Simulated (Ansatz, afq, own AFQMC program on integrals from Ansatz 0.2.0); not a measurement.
**GeNH4 (quartet): quantum Monte Carlo beside coupled cluster at distance Ge1–H5 along a hydrogen transfer = 1.703 Å, cc-pVTZ**

How near does AFQMC come to the top of the ladder for GeNH4 (quartet)?

Program: Ansatz 0.2.0, Gaussian basis, and an in-house AFQMC program (afq) on its integrals; all values are calculated. Level of theory: cc-pVTZ, frozen cores. These are calculated values, not measurements.

To be run: PBE (unrestricted); r2SCAN (unrestricted); CCSD(T) on UHF; PBE0 (unrestricted); B3LYP (unrestricted); wB97M-V (unrestricted); B2PLYP (unrestricted); Phaseless AFQMC, CISD trial on UHF; Phaseless AFQMC, single-determinant trial on UHF.

## 1. The system

The geometry derives from fragments relaxed apart (PBE0/def2-TZVP) and kept rigid, so it is no stationary point. A hydrogen atom is moved between rigid fragments. No spin-orbit coupling is included. The filled d shell of Ge may be among the frozen orbitals whatever the setting's name suggests; the logs give the count.

6 atoms, charge 0, spin multiplicity 4.

Atoms are counted from 1 here; the program's logs count them from 0.

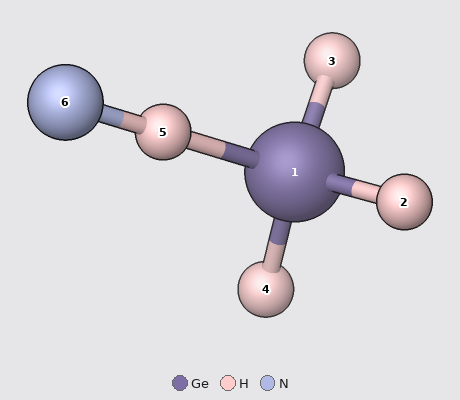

The structure; germanium purple, hydrogen pink, nitrogen light blue; atoms are numbered from 1 in the order of the file.

## 2. PBE (unrestricted)

in.yaml

```yaml
crystal:
  periodic: [false, false, false]
  atoms:
    - {symbol: Ge, position_ang: [-0.460483, 0.000000, 0.000000]}
    - {symbol: H, position_ang: [-0.971933, 1.446599, 0.000000]}
    - {symbol: H, position_ang: [-0.971933, -0.723300, 1.252792]}
    - {symbol: H, position_ang: [-0.971933, -0.723299, -1.252792]}
    - {symbol: H, position_ang: [1.242517, 0.000000, 0.000000]}
    - {symbol: N, position_ang: [2.508517, 0.000000, 0.000000]}
basis:
  gaussian: {orbitals: cc-pVTZ}
magnetization: {spin_polarized: true, initial_magnetization: 3}
hamiltonian: {xc: {name: PBE}}
output: {orbitals: {seedname: orbitals}}
```

Run with:

```
$ ansatz run in.yaml --threads 1 --pin off --events-out ev --progress --plain --max-ram 8192MiB --backend cpu
```

Log:

```text
Functional definition: PBE
  name "PBE"
  cite "Perdew, Burke & Ernzerhof, Phys. Rev. Lett. 77, 3865 (1996) doi:10.1103/PhysRevLett.77.3865"
  parent pbe
  parameter kappa = 0.804
  parameter beta = 0.06672455060314922
  exchange = pbe_x(kappa = kappa, mu = beta*pi^2/3)
  correlation = pbe_c(beta = beta)
772 factors; their error is unknown
mean field evaluation 1: about -58057.4853 eV, gradient 1.9e1 eV
mean field evaluation 2: about -58057.0931 eV, gradient 2.1e1 eV
mean field evaluation 4: about -58058.8151 eV, gradient 1.0e0 eV
mean field evaluation 8: about -58058.8129 eV, gradient 2.2e-2 eV
mean field evaluation 16: about -58058.8129 eV, gradient 2.2e-5 eV
mean field -58058.81293780 eV, -2133.6220217873 hartree, gradient 2.2e-5 eV, S^2 3.756144; 0 other end points of the search recorded, 0 dependent functions left out
reference -58058.81297360 eV, -2133.6220231030 hartree; 23, 20 occupied and 106, 109 virtual orbitals, 772 factors
Total energy: -58058.81297360 eV, -2133.6220231030 hartree
```

Wall time 2.5 s (1 thread of AMD EPYC 7R13 (Zen 3), shared host); peak memory 2.1 GiB.

From the report: ⟨S²⟩ of the determinant 3.756 (pure quartet: 3.75).

## 3. r2SCAN (unrestricted)

Edit in.yaml of step 2 so:

```diff
@@ -12,3 +12,2 @@
 magnetization: {spin_polarized: true, initial_magnetization: 3}
-hamiltonian: {xc: {name: PBE}}
-output: {orbitals: {seedname: orbitals}}
+hamiltonian: {xc: {name: r2SCAN}}
```

Same command.

Log:

```text
Functional definition: r2SCAN
  name "r2SCAN"
  cite "Furness, Kaplan, Ning, Perdew & Sun, J. Phys. Chem. Lett. 11, 8208 (2020) doi:10.1021/acs.jpclett.0c02405"
  cite "Furness, Kaplan, Ning, Perdew & Sun, J. Phys. Chem. Lett. 11, 9248 (2020) doi:10.1021/acs.jpclett.0c03077"
  parent r2scan
  parameter k0 = 0.174
  parameter k1 = 0.065
  parameter a1 = 4.9479
  exchange = r2scan_x(k0 = k0, k1 = k1, a1 = a1)
  correlation = r2scan_c
772 factors; their error is unknown
mean field evaluation 1: about -58067.6770 eV, gradient 1.5e1 eV
mean field evaluation 2: about -58067.8258 eV, gradient 1.4e1 eV
mean field evaluation 4: about -58068.5432 eV, gradient 8.4e-1 eV
mean field evaluation 8: about -58068.5396 eV, gradient 1.5e-1 eV
mean field evaluation 16: about -58068.5397 eV, gradient 7.1e-5 eV
mean field -58068.53966255 eV, -2133.9794723289 hartree, gradient 7.1e-5 eV, S^2 3.763773; 0 other end points of the search recorded, 0 dependent functions left out
reference -58068.53967583 eV, -2133.9794728168 hartree; 23, 20 occupied and 106, 109 virtual orbitals, 772 factors
Total energy: -58068.53967583 eV, -2133.9794728168 hartree
```

It took 6 s on 1 thread of AMD EPYC 7R13 (Zen 3), shared host; peak memory 2.1 GiB.

From the report: ⟨S²⟩ of the determinant 3.764 (pure quartet: 3.75).

## 4. CCSD(T) on UHF

Edit in.yaml of step 3 so:

```diff
@@ -12,2 +12,2 @@
 magnetization: {spin_polarized: true, initial_magnetization: 3}
-hamiltonian: {xc: {name: r2SCAN}}
+correlation: {method: ccsd_t, electrons: outside_noble_gas, hamiltonian_folder: ham}
```

Run with:

```
$ ansatz run in.yaml --threads 1 --pin off --events-out ev --progress --plain --max-ram 24576MiB --backend cuda --devices 0, --max-vram 18GiB
```

Log, shortened:

```text
Functional definition: HF
  name "HF"
  cite "Fock, Z. Phys. 61, 126 (1930) doi:10.1007/BF01340294"
  parent pbe
[...]
759 factors; integrals over basis functions are off by at most 1.5e-3 eV
[...]
mean field -58016.38169896 eV, -2132.0627025208 hartree, gradient 3.5e-6 eV, S^2 3.795826; 0 other end points of the search recorded, 0 dependent functions left out
15 core orbitals not correlated: weight in the atoms' cores, before any rotation towards them, 1.000 or more for the frozen orbitals, at most 0.000 for the correlated occupied ones
reference -58016.38169896 eV, -2132.0627025208 hartree; 8, 5 occupied and 106, 109 virtual orbitals, 759 factors
second order -6.97012532 eV of doubles, -0.00000000 eV of singles
cycle   1  -7.83075016 eV  change   -8.6e-1 eV  update   7.1e-2
[...]
cycle  10  -8.20922826 eV  change    8.2e-6 eV  update   1.2e-5
perturbative correction -0.23806220 eV, -0.0087486245 hartree
Total energy: -58024.82898942 eV, -2132.3731347195 hartree
```

Wall time 11 s (1 × NVIDIA H100 80GB HBM3 with 1 thread of AMD EPYC 7R13 (Zen 3), shared host); peak host memory 2.1 GiB.

From the report: ⟨S²⟩ of the determinant 3.796 (pure quartet: 3.75); correlation -8.4473 eV; T1 0.017; largest double amplitude 0.03.

This run also writes the integrals to the folder ham.

## 5. PBE0 (unrestricted)

Edit in.yaml of step 4 so:

```diff
@@ -12,2 +12,3 @@
 magnetization: {spin_polarized: true, initial_magnetization: 3}
-correlation: {method: ccsd_t, electrons: outside_noble_gas, hamiltonian_folder: ham}
+hamiltonian: {xc: {name: PBE0}}
+output: {orbitals: {seedname: orbitals}}
```

Run with:

```
$ ansatz run in.yaml --threads 1 --pin off --events-out ev --progress --plain --max-ram 8192MiB --backend cpu
```

Log:

```text
Functional definition: PBE0
  name "PBE0"
  cite "Adamo & Barone, J. Chem. Phys. 110, 6158 (1999) doi:10.1063/1.478522"
  cite "Perdew, Burke & Ernzerhof, Phys. Rev. Lett. 77, 3865 (1996) doi:10.1103/PhysRevLett.77.3865"
  parent pbe
  parameter a = 0.25
  parameter kappa = 0.804
  parameter beta = 0.06672455060314922
  exchange = (1 - a)*pbe_x(kappa = kappa, mu = beta*pi^2/3) + a*exact_x
  correlation = pbe_c(beta = beta)
832 factors; their error is unknown
mean field evaluation 1: about -58059.7849 eV, gradient 1.2e1 eV
mean field evaluation 2: about -58060.0206 eV, gradient 9.5e0 eV
mean field evaluation 4: about -58060.3219 eV, gradient 4.9e-1 eV
mean field evaluation 8: about -58060.5284 eV, gradient 2.8e-1 eV
mean field evaluation 16: about -58060.5285 eV, gradient 1.1e-5 eV
mean field -58060.52847738 eV, -2133.6850667042 hartree, gradient 1.1e-5 eV, S^2 3.761690; 0 other end points of the search recorded, 0 dependent functions left out
reference -58060.52850401 eV, -2133.6850676827 hartree; 23, 20 occupied and 106, 109 virtual orbitals, 832 factors
Total energy: -58060.52850401 eV, -2133.6850676827 hartree
```

Run time: 3.7 s. Hardware: 1 thread of AMD EPYC 7R13 (Zen 3), shared host; peak memory 2.1 GiB.

From the report: ⟨S²⟩ of the determinant 3.762 (pure quartet: 3.75).

## 6. B3LYP (unrestricted)

Edit in.yaml of step 5 so:

```diff
@@ -12,3 +12,2 @@
 magnetization: {spin_polarized: true, initial_magnetization: 3}
-hamiltonian: {xc: {name: PBE0}}
-output: {orbitals: {seedname: orbitals}}
+hamiltonian: {xc: {name: B3LYP}}
```

The command is unchanged.

Log, shortened:

```text
Functional definition: B3LYP
  name "B3LYP"
  cite "Stephens, Devlin, Chabalowski & Frisch, J. Phys. Chem. 98, 11623 (1994) doi:10.1021/j100096a001"
  cite "Becke, Phys. Rev. A 38, 3098 (1988) doi:10.1103/PhysRevA.38.3098"
  cite "Lee, Yang & Parr, Phys. Rev. B 37, 785 (1988) doi:10.1103/PhysRevB.37.785"
  cite "Vosko, Wilk & Nusair, Can. J. Phys. 58, 1200 (1980) doi:10.1139/p80-159"
[...]
829 factors; their error is unknown
[...]
mean field -58070.96599988 eV, -2134.0686385810 hartree, gradient 2.7e-5 eV, S^2 3.759891; 0 other end points of the search recorded, 0 dependent functions left out
reference -58070.96622265 eV, -2134.0686467679 hartree; 23, 20 occupied and 106, 109 virtual orbitals, 829 factors
Total energy: -58070.96622265 eV, -2134.0686467679 hartree
```

Wall time 3.7 s (1 thread of AMD EPYC 7R13 (Zen 3), shared host); peak memory 2.1 GiB.

From the report: ⟨S²⟩ of the determinant 3.760 (pure quartet: 3.75).

## 7. wB97M-V (unrestricted)

Edit in.yaml of step 6 so:

```diff
@@ -12,2 +12,3 @@
 magnetization: {spin_polarized: true, initial_magnetization: 3}
-hamiltonian: {xc: {name: B3LYP}}
+hamiltonian: {xc: {name: wB97M-V}}
+output: {orbitals: {seedname: orbitals}}
```

Launched as before.

Log, shortened:

```text
Functional definition: wB97M-V
  name "wB97M-V"
  cite "Mardirossian & Head-Gordon, J. Chem. Phys. 144, 214110 (2016) doi:10.1063/1.4952647"
  cite "Becke, J. Chem. Phys. 107, 8554 (1997) doi:10.1063/1.475007"
  cite "Vydrov & Van Voorhis, J. Chem. Phys. 133, 244103 (2010) doi:10.1063/1.3521275"
  # Of w^i u^j: cxij and so on, Table III.
[...]
  gx(w, u) = 1 - cx + cx01*u + cx10*w
  gss(w, u) = css00 + css04*u^4 + css10*w + css20*w^2 + css43*w^4*u^3
  gos(w, u) = cos00 + cos10*w + (cos20 + cos21*u)*w^2 + (cos60 + cos61*u)*w^6
[...]
      + integral(e_c_pw_mod_opposite_spin*gos(b97_w_opposite, b97_u_opposite)) + vv10(b, c)
822 factors; their error is unknown
181 factors; integrals over basis functions are off by at most 7.2e-5 eV
[...]
mean field -58065.27490528 eV, -2133.8594947123 hartree, gradient 1.2e-5 eV, S^2 3.762289; 0 other end points of the search recorded, 0 dependent functions left out
reference -58065.27494884 eV, -2133.8594963128 hartree; 23, 20 occupied and 106, 109 virtual orbitals, 822 factors
Total energy: -58065.27494884 eV, -2133.8594963128 hartree
```

Wall time 12 s (1 thread of AMD EPYC 7R13 (Zen 3), shared host); peak memory 2.1 GiB.

From the report: ⟨S²⟩ of the determinant 3.762 (pure quartet: 3.75).

## 8. B2PLYP (unrestricted)

Edit in.yaml of step 7 so:

```diff
@@ -12,3 +12,3 @@
 magnetization: {spin_polarized: true, initial_magnetization: 3}
-hamiltonian: {xc: {name: wB97M-V}}
-output: {orbitals: {seedname: orbitals}}
+hamiltonian: {xc: {name: B2PLYP}}
+correlation: {electrons: outside_noble_gas}
```

The command is unchanged.

Log, shortened:

```text
Functional definition: B2PLYP
  name "B2PLYP"
  cite "Grimme, J. Chem. Phys. 124, 034108 (2006) doi:10.1063/1.2148954"
  cite "Becke, Phys. Rev. A 38, 3098 (1988) doi:10.1103/PhysRevA.38.3098"
  cite "Lee, Yang & Parr, Phys. Rev. B 37, 785 (1988) doi:10.1103/PhysRevB.37.785"
[...]
759 factors; integrals over basis functions are off by at most 1.5e-3 eV
[...]
mean field -58054.53711441 eV, -2133.4648881758 hartree, gradient 3.1e-6 eV, S^2 3.771494; 0 other end points of the search recorded, 0 dependent functions left out
15 core orbitals not correlated: weight in the atoms' cores, before any rotation towards them, 0.999 or more for the frozen orbitals, at most 0.001 for the correlated occupied ones
reference -58054.53725428 eV, -2133.4648933161 hartree; 8, 5 occupied and 106, 109 virtual orbitals, 759 factors
second order -8.64159461 eV of doubles, -0.00000000 eV of singles
Total energy: -58056.87048482 eV, -2133.5506379571 hartree
```

It took 4.8 s on 1 thread of AMD EPYC 7R13 (Zen 3), shared host; peak memory 2.1 GiB.

From the report: ⟨S²⟩ of the determinant 3.771 (pure quartet: 3.75).

## 9. Phaseless AFQMC, CISD trial on UHF

It reads the integrals that the CCSD(T) run on this determinant wrote.

Run with:

```
$ afq ham --method phaseless --trial cisd --walkers 600 --populations 10 --least-time 60 --time-step 0.005 --steps-per-block 50 --equilibration-blocks 28 --max-blocks 4000 --target-error 0.00021 --factor-cut 1e-05 --start spin_pure --seed 7178 --release-times 0.24,0.51,0.99,1.62,2.4 --release-step 0.03 --release-every 3 --taylor-order 6
```

Log:

```text
orbitals 114  electrons 8 5  factors 715 of 759
reference energy -2132.06270252 Eh
CCSD correlation -0.30168376 Eh in 11 cycles, weight of the determinant in the CISD state 0.8704
energy of the start -2132.362524 Eh
 block  time / (1/Eh)  mean weight  energy / Eh
     1     0.250  1.0003  -2132.359709
     2     0.500  1.0002  -2132.363795
     3     0.750  0.9997  -2132.367566
     4     1.000  0.9999  -2132.369045
     5     1.250  1.0013  -2132.369852
     6     1.500  0.9997  -2132.371836
     7     1.750  1.0012  -2132.374031
     8     2.000  1.0005  -2132.374001
     9     2.250  1.0000  -2132.374010
    10     2.500  1.0003  -2132.373929
    11     2.750  0.9996  -2132.373131
    12     3.000  1.0006  -2132.373049
    13     3.250  1.0002  -2132.373927
    14     3.500  0.9993  -2132.374551
    15     3.750  1.0004  -2132.374861
    16     4.000  1.0009  -2132.376912
    17     4.250  0.9986  -2132.375321
    18     4.500  1.0003  -2132.374395
    19     4.750  1.0005  -2132.373897
    20     5.000  0.9998  -2132.373163
    21     5.250  1.0007  -2132.373549
    22     5.500  0.9998  -2132.375422
    23     5.750  1.0001  -2132.375560
    24     6.000  0.9995  -2132.374514
    25     6.250  1.0006  -2132.376050
    26     6.500  1.0012  -2132.373341
    27     6.750  1.0000  -2132.373546
    28     7.000  1.0004  -2132.375232
    29     7.250  0.9999  -2132.373355
    30     7.500  1.0000  -2132.373621
    31     7.750  1.0010  -2132.372889
    32     8.000  1.0003  -2132.373474
    33     8.250  0.9989  -2132.375181
    34     8.500  0.9997  -2132.375407
    35     8.750  1.0003  -2132.374692
    36     9.000  1.0006  -2132.373845
    37     9.250  0.9991  -2132.372671
    38     9.500  0.9999  -2132.373179
    39     9.750  1.0006  -2132.373491
    40    10.000  0.9982  -2132.373963
    41    10.250  1.0004  -2132.372705
    42    10.500  0.9998  -2132.374131
    43    10.750  1.0003  -2132.372043
    44    11.000  0.9990  -2132.371609
    45    11.250  0.9997  -2132.373144
    46    11.500  0.9999  -2132.372651
    47    11.750  1.0006  -2132.373054
    48    12.000  0.9998  -2132.373844
    49    12.250  0.9996  -2132.374238
    50    12.500  0.9999  -2132.373966
    51    12.750  1.0006  -2132.374080
    52    13.000  1.0004  -2132.375059
    53    13.250  1.0003  -2132.374304
    54    13.500  0.9991  -2132.373824
    55    13.750  1.0012  -2132.373987
    56    14.000  1.0007  -2132.375140
    57    14.250  0.9999  -2132.375819
    58    14.500  0.9989  -2132.374894
    59    14.750  0.9998  -2132.375635
    60    15.000  0.9995  -2132.374985
    61    15.250  0.9995  -2132.375670
    62    15.500  0.9998  -2132.374126
    63    15.750  1.0014  -2132.373641
    64    16.000  1.0010  -2132.373957
    65    16.250  0.9993  -2132.373875
    66    16.500  1.0001  -2132.373956
    67    16.750  1.0002  -2132.375866
    68    17.000  0.9997  -2132.374888
    69    17.250  1.0002  -2132.376529
    70    17.500  0.9995  -2132.376803
    71    17.750  1.0004  -2132.376875
    72    18.000  0.9997  -2132.373960
    73    18.250  1.0002  -2132.374604
    74    18.500  1.0011  -2132.374624
    75    18.750  0.9993  -2132.376281
    76    19.000  0.9993  -2132.375345
    77    19.250  1.0012  -2132.374047
    78    19.500  1.0010  -2132.375357
error from the spread of 10 populations
released: time / (1/Eh)  energy / Eh  error  mean overlap
  0.24  -2132.374595  0.000147  0.9987
  0.51  -2132.374960  0.000172  0.9903
  0.99  -2132.374817  0.000203  0.9889
  1.62  -2132.374576  0.000182  0.9923
  2.40  -2132.375008  0.000522  0.9665
energy -2132.374306 +/- 0.000200 Eh
```

Run time: 2.4 min. Hardware: 1 × NVIDIA H100 80GB HBM3 with 2 threads of AMD EPYC 7R13 (Zen 3), shared host; peak host memory 2.1 GiB.

Energy -58024.8609 ± 0.0054 eV. The run doesn't count as converged. Caveats: constraint bias not in the error; halves of the run differ.

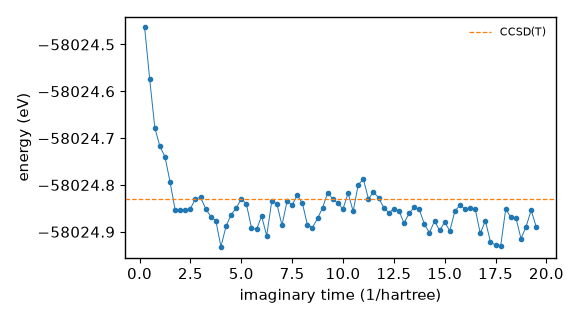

Block energies along the walk.

## 10. Phaseless AFQMC, single-determinant trial on UHF

It reads the integrals that the CCSD(T) run on this determinant wrote.

Run with:

```
$ afq ham --method phaseless --trial hf --walkers 600 --populations 10 --least-time 40 --time-step 0.005 --steps-per-block 20 --equilibration-blocks 112 --max-blocks 4000 --target-error 0.0010500000000000002 --factor-cut 1e-05 --start spin_pure --seed 1497 --taylor-order 6
```

Log:

```text
orbitals 114  electrons 8 5  factors 715 of 759
reference energy -2132.06270252 Eh
CCSD correlation -0.30168376 Eh in 11 cycles, weight of the determinant in the CISD state 0.8704
energy of the start -2132.063858 Eh
 block  time / (1/Eh)  mean weight  energy / Eh
     1     0.100  1.0022  -2132.146198
     2     0.200  1.0021  -2132.199548
     3     0.300  1.0023  -2132.232539
     4     0.400  1.0029  -2132.261962
     5     0.500  1.0010  -2132.282661
     6     0.600  1.0012  -2132.300823
     7     0.700  1.0018  -2132.314056
     8     0.800  1.0003  -2132.321976
     9     0.900  1.0010  -2132.332210
    10     1.000  1.0002  -2132.334067
    19     1.900  1.0009  -2132.358922
    28     2.800  1.0012  -2132.362348
    37     3.700  0.9993  -2132.364096
    46     4.600  1.0007  -2132.373052
    55     5.500  1.0004  -2132.390645
    64     6.400  0.9994  -2132.380331
    73     7.300  1.0000  -2132.370666
    82     8.200  0.9998  -2132.374423
    91     9.100  0.9983  -2132.380313
   100    10.000  1.0005  -2132.372234
   109    10.900  1.0002  -2132.363144
   118    11.800  0.9994  -2132.378998
   127    12.700  1.0000  -2132.380575
   136    13.600  0.9988  -2132.374756
   145    14.500  0.9997  -2132.380838
   154    15.400  0.9998  -2132.362453
   163    16.300  1.0014  -2132.368655
   172    17.200  1.0006  -2132.376051
   181    18.100  0.9998  -2132.365131
   190    19.000  0.9996  -2132.378502
   199    19.900  1.0007  -2132.388605
   208    20.800  1.0006  -2132.372929
   217    21.700  0.9999  -2132.367059
   226    22.600  0.9997  -2132.374695
   235    23.500  1.0008  -2132.381212
   244    24.400  1.0002  -2132.377685
   253    25.300  0.9999  -2132.368201
   262    26.200  1.0015  -2132.368501
   271    27.100  1.0006  -2132.372837
   280    28.000  0.9996  -2132.374057
   289    28.900  0.9994  -2132.371678
   298    29.800  0.9998  -2132.364867
   307    30.700  1.0004  -2132.363647
   316    31.600  1.0000  -2132.376074
   325    32.500  0.9995  -2132.381037
   334    33.400  0.9998  -2132.385396
   343    34.300  0.9997  -2132.370575
   352    35.200  1.0002  -2132.362439
error from the spread of 10 populations
energy -2132.372929 +/- 0.001332 Eh
```

Run time: 92 s. Hardware: 1 × NVIDIA H100 80GB HBM3 with 2 threads of AMD EPYC 7R13 (Zen 3), shared host; peak host memory 2.1 GiB.

Energy -58024.8234 ± 0.0362 eV. Caveats: constraint bias not in the error.

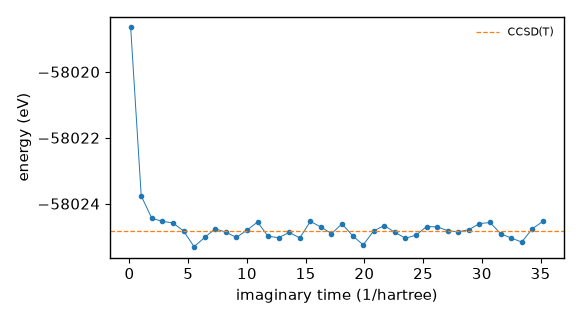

Block energies along the walk.

## 11. AFQMC on the ladder

On the UHF determinant, counted from CCSD(T) (a yardstick, not exact):

```
                                                             level  energy (eV)  from CCSD(T) (kcal/mol)  statistical error (kcal/mol)  time
                                                                HF  -58016.3817                  +194.80                                    
                                                               MP2  -58023.3518                   +34.06                                    
                                                              CCSD  -58024.5909                    +5.49                                    
                                                           CCSD(T)  -58024.8290                     0.00                                    
Phaseless AFQMC, single-determinant trial, step 0.005, 600 walkers  -58024.8234                    +0.13                          0.84  92 s
```

The functionals' totals stand on their own zeros and serve differences with other points: PBE -58058.813 eV; r2SCAN -58068.540 eV; PBE0 -58060.529 eV; B3LYP -58070.966 eV; wB97M-V -58065.275 eV; B2PLYP -58056.870 eV.

## 12. Summary of results

```
                                                     quantity                  value
Phaseless AFQMC, single-determinant trial on UHF from CCSD(T)  +0.13 ± 0.84 kcal/mol
```

In words: Error bars are statistical and leave out the constraint, the time step and what remains of the start.
